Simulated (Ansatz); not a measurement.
# Geometry relaxation, with input and output: C$_{2}$H$_{5}$NSi (part 2 of 2)

Continued. System: C$_{2}$H$_{5}$NSi, SMILES [SiH3]C1C=N1. Method: RKS PBE-D4/def2-SVP (Ansatz 0.2.0). It belongs to a series of runs on one base structure; here: end point A relaxed.

Geometry of the input (Å):
```
Si -0.5288  1.1701  0.1953
C  0.1354  -0.4228  -0.5705
C  0.7773  -1.4631  0.2180
N  -0.3936  -1.7651  -0.0805
H  -1.6636  1.6495  -0.5897
H  -0.9164  0.8908  1.5765
H  0.5589  2.1531  0.1623
H  0.3787  -0.4127  -1.6321
H  1.6521  -1.7997  0.7209
```

### Output, continued
```
Atom 7 at     0.525662    -0.337974    -1.634372 Å, force    -0.001094    -0.001906     0.006719 eV/Å
Atom 8 at     1.557323    -1.971470     0.804555 Å, force    -0.003245     0.003524    -0.002450 eV/Å
Dipole moment:     0.407015     0.030110     0.059517 e Å
```

### Trajectory as extended XYZ (Å, eV, eV/Å), 12 frames, from step=1 to step=12
```
9
Properties=species:S:1:pos:R:3:forces:R:3 step=1 energy=-11506.59878
Si   -0.5288    1.1701    0.1953    0.3922  -0.6579  -0.4836
C     0.1354   -0.4228   -0.5705    0.0683   0.8210   0.2132
C     0.7773   -1.4631    0.2180    0.2752   0.7613  -0.2957
N    -0.3936   -1.7651   -0.0805   -1.3999  -1.3094   0.1196
H    -1.6636    1.6495   -0.5897   -0.6604   0.3716  -0.3610
H    -0.9164    0.8908    1.5765   -0.2293  -0.0995   0.7515
H     0.5589    2.1531    0.1623    0.4582   0.6316   0.0331
H     0.3787   -0.4127   -1.6321    0.0879   0.1529  -0.7225
H     1.6521   -1.7997    0.7209    1.0079  -0.6715   0.7454
9
Properties=species:S:1:pos:R:3:forces:R:3 step=2 energy=-11506.72007
Si   -0.5208    1.1711    0.1782    0.1029  -0.1743  -0.0740
C     0.1468   -0.4353   -0.5701    0.1663   0.4737  -0.0451
C     0.7880   -1.4914    0.2171    0.0755   0.4450  -0.1914
N    -0.3952   -1.7965   -0.0820   -0.4340  -0.6649   0.2058
H    -1.6926    1.6872   -0.5880   -0.1815   0.0593  -0.1277
H    -0.9215    0.9060    1.5897   -0.0632  -0.0318   0.2306
H     0.5423    2.2246    0.1649    0.1313   0.1335  -0.0129
H     0.3785   -0.4118   -1.6498    0.0325   0.0443  -0.1967
H     1.6746   -1.8539    0.7401    0.1703  -0.2849   0.2114
9
Properties=species:S:1:pos:R:3:forces:R:3 step=3 energy=-11506.74036
Si   -0.5194    1.1731    0.1807    0.0015   0.0084   0.0117
C     0.1598   -0.4267   -0.5717    0.1329   0.1546  -0.0235
C     0.7897   -1.4966    0.2137   -0.0354   0.2472  -0.1311
N    -0.4004   -1.8015   -0.0779   -0.0185  -0.2773   0.1255
H    -1.7096    1.6741   -0.5964    0.0231  -0.0236   0.0153
H    -0.9196    0.9147    1.6099    0.0167   0.0051  -0.0349
H     0.5412    2.2466    0.1535   -0.0263  -0.0135  -0.0026
H     0.3863   -0.3966   -1.6593   -0.0029  -0.0103   0.0335
H     1.6720   -1.8871    0.7473   -0.0912  -0.0906   0.0060
9
Properties=species:S:1:pos:R:3:forces:R:3 step=4 energy=-11506.74482
Si   -0.5165    1.1763    0.1807   -0.0276   0.0122   0.0203
C     0.1675   -0.4206   -0.5710    0.0870   0.0140   0.0133
C     0.7866   -1.4969    0.2129   -0.0217   0.1378  -0.0868
N    -0.4019   -1.8072   -0.0789    0.0228  -0.0701   0.0476
H    -1.7160    1.6614   -0.5933    0.0325  -0.0213   0.0222
H    -0.9082    0.9185    1.6125    0.0175   0.0067  -0.0374
H     0.5315    2.2627    0.1460   -0.0255  -0.0309  -0.0074
H     0.3960   -0.3896   -1.6584   -0.0013  -0.0224   0.0472
H     1.6609   -1.9047    0.7495   -0.0836  -0.0261  -0.0189
9
Properties=species:S:1:pos:R:3:forces:R:3 step=5 energy=-11506.73886 accepted=F
Si   -0.5189    1.1810    0.1832    0.0101  -0.0183   0.0086
C     0.1750   -0.4172   -0.5627    0.1203   0.0630  -0.1843
C     0.7919   -1.5007    0.2051   -0.9293  -0.0369  -0.1689
N    -0.4093   -1.8001   -0.0921    0.6679   0.0409   0.2127
H    -1.7300    1.6463   -0.5830    0.0248  -0.0245   0.0104
H    -0.8948    0.9346    1.6201    0.0098  -0.0080  -0.0243
H     0.5169    2.2757    0.1309   -0.0055  -0.0083  -0.0124
H     0.4248   -0.3947   -1.6470   -0.0726   0.1004   0.0552
H     1.6444   -1.9249    0.7456    0.1746  -0.1084   0.1029
9
Properties=species:S:1:pos:R:3:forces:R:3 step=6 energy=-11506.74647
Si   -0.5179    1.1773    0.1822    0.0138   0.0046  -0.0041
C     0.1754   -0.4143   -0.5697    0.0054  -0.0204   0.0038
C     0.7854   -1.4943    0.2109   -0.0037   0.0307  -0.0110
N    -0.4024   -1.8050   -0.0804    0.0028  -0.0029   0.0012
H    -1.7206    1.6526   -0.5893    0.0062  -0.0133   0.0108
H    -0.9004    0.9205    1.6146    0.0071   0.0014  -0.0118
H     0.5254    2.2657    0.1374   -0.0144  -0.0013   0.0003
H     0.4047   -0.3870   -1.6559    0.0041   0.0033   0.0177
H     1.6503   -1.9155    0.7501   -0.0214  -0.0021  -0.0070
9
Properties=species:S:1:pos:R:3:forces:R:3 step=7 energy=-11506.74668
Si   -0.5153    1.1784    0.1820    0.0120  -0.0225  -0.0071
C     0.1799   -0.4123   -0.5708    0.0121  -0.0009  -0.0172
C     0.7819   -1.4971    0.2089    0.0060   0.0643   0.0298
N    -0.4063   -1.8007   -0.0871   -0.0204  -0.0245  -0.0166
H    -1.7274    1.6416   -0.5815    0.0049  -0.0050   0.0096
H    -0.8864    0.9157    1.6159    0.0050   0.0139  -0.0013
H     0.5205    2.2730    0.1276   -0.0133   0.0005   0.0027
H     0.4145   -0.3812   -1.6559    0.0022  -0.0076   0.0206
H     1.6388   -1.9174    0.7608   -0.0086  -0.0183  -0.0204
9
Properties=species:S:1:pos:R:3:forces:R:3 step=8 energy=-11506.74746
Si   -0.5104    1.1785    0.1813   -0.0273  -0.0009   0.0026
C     0.1896   -0.4090   -0.5722    0.0090   0.0127  -0.0221
C     0.7729   -1.5001    0.2099   -0.0301  -0.0206   0.0405
N    -0.4117   -1.7992   -0.1067    0.0169   0.0255  -0.0098
H    -1.7420    1.6178   -0.5638   -0.0018   0.0026  -0.0016
H    -0.8586    0.9260    1.6222    0.0043  -0.0060   0.0096
H     0.5022    2.2929    0.1103    0.0084  -0.0114  -0.0153
H     0.4417   -0.3742   -1.6528    0.0021   0.0051   0.0075
H     1.6163   -1.9328    0.7718    0.0185  -0.0068  -0.0114
9
Properties=species:S:1:pos:R:3:forces:R:3 step=9 energy=-11506.74826
Si   -0.5113    1.1791    0.1827   -0.0086   0.0100  -0.0075
C     0.2027   -0.4016   -0.5710   -0.0063  -0.0020  -0.0199
C     0.7601   -1.5037    0.2144   -0.0934  -0.0713   0.0072
N    -0.4188   -1.7934   -0.1349    0.0991   0.0563   0.0094
H    -1.7661    1.5909   -0.5412    0.0101  -0.0023   0.0143
H    -0.8216    0.9322    1.6341   -0.0009   0.0052  -0.0062
H     0.4849    2.3061    0.0738   -0.0077  -0.0131  -0.0028
H     0.4817   -0.3568   -1.6448   -0.0024   0.0037   0.0138
H     1.5883   -1.9528    0.7868    0.0102   0.0136  -0.0084
9
Properties=species:S:1:pos:R:3:forces:R:3 step=10 energy=-11506.74862
Si   -0.5109    1.1784    0.1825   -0.0091   0.0264   0.0040
C     0.2132   -0.3979   -0.5709   -0.0071  -0.0068  -0.0110
C     0.7504   -1.5097    0.2167   -0.0651  -0.0355  -0.0075
N    -0.4228   -1.7892   -0.1579    0.0769   0.0314   0.0064
H    -1.7850    1.5720   -0.5184    0.0225  -0.0100   0.0064
H    -0.7966    0.9423    1.6412    0.0067   0.0001  -0.0127
H     0.4712    2.3151    0.0467   -0.0132  -0.0151   0.0001
H     0.5129   -0.3443   -1.6391   -0.0073  -0.0038   0.0237
H     1.5675   -1.9667    0.7992   -0.0042   0.0133  -0.0094
9
Properties=species:S:1:pos:R:3:forces:R:3 step=11 energy=-11506.74873
Si   -0.5107    1.1791    0.1841   -0.0063   0.0051  -0.0085
C     0.2150   -0.3960   -0.5699    0.0104  -0.0001  -0.0047
C     0.7446   -1.5114    0.2183    0.0502  -0.0041   0.0044
N    -0.4231   -1.7887   -0.1694   -0.0413  -0.0009  -0.0116
H    -1.7897    1.5611   -0.5132    0.0085   0.0004   0.0142
H    -0.7828    0.9456    1.6457   -0.0027   0.0050  -0.0111
H     0.4646    2.3194    0.0358   -0.0073  -0.0108   0.0017
H     0.5239   -0.3382   -1.6350   -0.0034  -0.0036   0.0184
H     1.5581   -1.9709    0.8038   -0.0080   0.0090  -0.0028
9
Properties=species:S:1:pos:R:3:forces:R:3 step=12 energy=-11506.74880
Si   -0.5108    1.1789    0.1834   -0.0011   0.0023   0.0004
C     0.2163   -0.3960   -0.5698    0.0010  -0.0002  -0.0023
C     0.7449   -1.5124    0.2176    0.0117  -0.0010   0.0021
N    -0.4235   -1.7882   -0.1704   -0.0083  -0.0004  -0.0041
H    -1.7910    1.5612   -0.5101    0.0032  -0.0009   0.0018
H    -0.7829    0.9470    1.6448    0.0001   0.0011  -0.0021
H     0.4640    2.3188    0.0344   -0.0022  -0.0025  -0.0001
H     0.5257   -0.3380   -1.6344   -0.0011  -0.0019   0.0067
H     1.5573   -1.9715    0.8046   -0.0032   0.0035  -0.0024
```

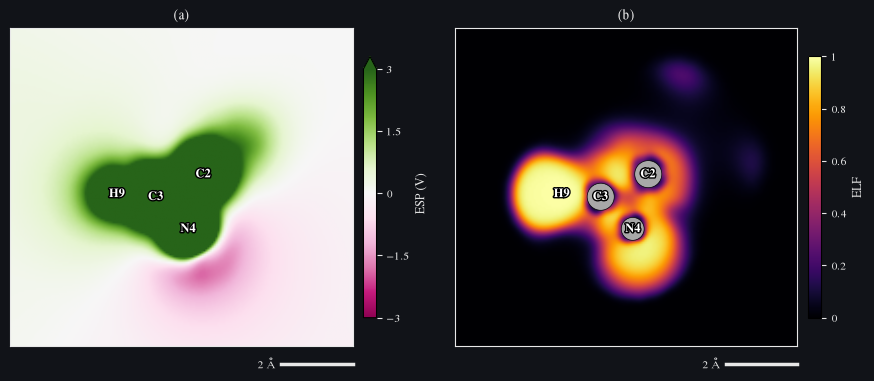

(a) electrostatic potential; (b) ELF on the plane of atoms C2, N4 and C3. Grey discs, where drawn, cover atomic cores. Atoms in the plane: C, N and H. C–N (1.26 Å): the ELF peaks at about 0.85 between the atoms; a double or triple bond.

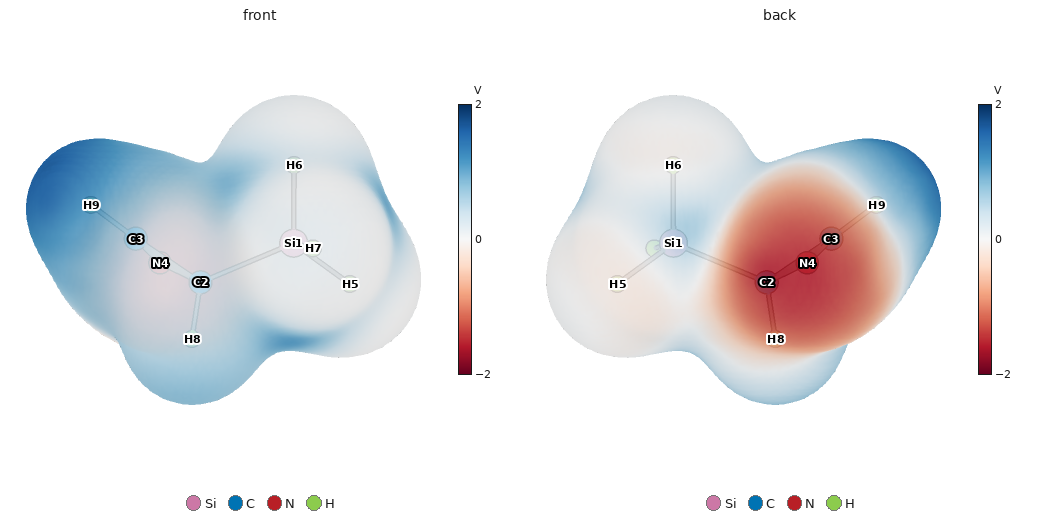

The molecular electrostatic potential painted on the density surface at 0.002 e/bohr³, seen at a tilt and from behind; the colour scale runs from red (negative) to blue (positive).
